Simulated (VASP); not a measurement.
Input:

```xyz
2
Lattice="1.8422 -3.1908 0.0000 1.8422 3.1908 0.0000 0.0000 0.0000 5.6761" Properties=species:S:1:pos:R:3 pbc="T T T"
Y      1.8422     1.0636     1.4190
Y      1.8422    -1.0636     4.2571
```

Method: r2SCAN meta-GGA, VASP's PBE PAW potentials (set 64) (plane waves; VASP). Run with 520 eV cut-off, 13×13×7 Γ-centred mesh, tetrahedra with Blöchl corrections, potentials Y_sv.

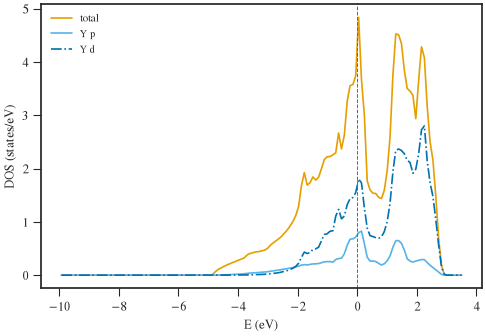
Figure: Total and projected density of states, zero at the Fermi level

Within 2 eV below the Fermi level the largest weight inside VASP's projection spheres is Y d, then Y p.

It has no gap at this level: it comes out as a metal or semimetal.

The compound is Y in the hcp structure. It was relaxed first.
